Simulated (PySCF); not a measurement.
C8H6O2S, SMILES c1c(O)sc(-c2occc2)c1, singlet at its GFN2-xTB optimised geometry (Å):

```
17

O     -3.9273     1.8277    -0.0174
C     -2.9070     0.9493    -0.0106
C     -3.0134    -0.4077    -0.0007
C     -1.7583    -1.0483     0.0046
C     -0.6982    -0.1863    -0.0012
C      0.7018    -0.4853     0.0000
C      1.8002     0.3405     0.0002
C      2.9291    -0.5073     0.0002
C      2.4442    -1.7790     0.0000
O      1.0996    -1.7790     0.0000
S     -1.2432     1.4696    -0.0126
H     -3.5992     2.7338    -0.0263
H     -3.9575    -0.9188     0.0025
H     -1.6310    -2.1154     0.0125
H      1.7885     1.4114     0.0005
H      3.9575    -0.2097     0.0002
H      2.9309    -2.7338    -0.0002
```

Calculation: PBE0/def2-SVP run with PySCF.

Map of the electron localisation function on the plane z = 0.6 Å:

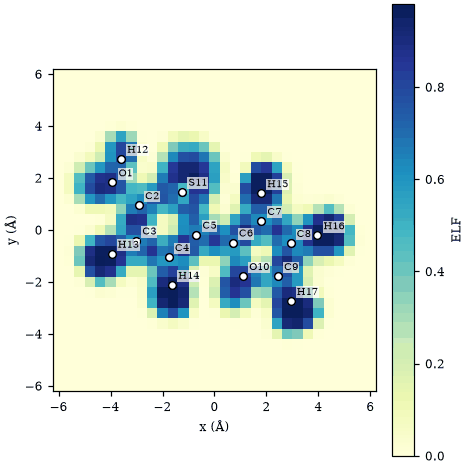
Figure. Electron localisation function on the plane z = 0.6 Å.
